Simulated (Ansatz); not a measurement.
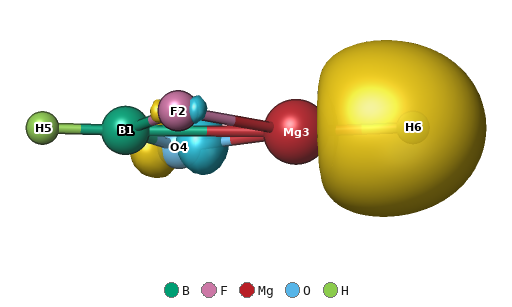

The picture shows: BFH2MgO. One frontier orbital at ±0.15 Å⁻³ᐟ² (yellow and cyan are the two phases), seen from one side.

Geometry: PBE0-D4/def2-TZVP.

These are results of isolated molecule in a Gaussian basis; Kohn-Sham density functional theory, functional PBE0 (Ansatz), not measurements.

Input

```
crystal:
  periodic: [false, false, false]
  atoms:
    - {symbol: B, position_ang: [-0.730549, 2.158336, 2.357146]}
    - {symbol: F, position_ang: [-0.625664, 3.142004, 1.311956]}
    - {symbol: Mg, position_ang: [-1.297366, 1.529807, 0.081991]}
    - {symbol: O, position_ang: [-1.135036, 1.007678, 1.919496]}
    - {symbol: H, position_ang: [-0.431746, 2.560716, 3.438144]}
    - {symbol: H, position_ang: [-1.611210, 1.416614, -1.572966]}
basis:
  gaussian:
    orbitals: def2-TZVPD
hamiltonian:
  xc: {name: PBE0}
output:
  forces: true
  orbitals: {seedname: orbitals}
```

Command:

```sh
ansatz run input.yaml --threads 2 --pin off --max-ram 4350MiB --events-out events.jsonl --progress --plain --runs-dir runs
```

> Which orbital is it: HOMO or LUMO?

The HOMO, at −7.94 eV. By Hirshfeld shares it lies mainly on H6 (about 60 %) and Mg3 (about 35 %); it is symmetric in the molecular plane (an in-plane orbital: σ, lone-pair or in-plane π type).
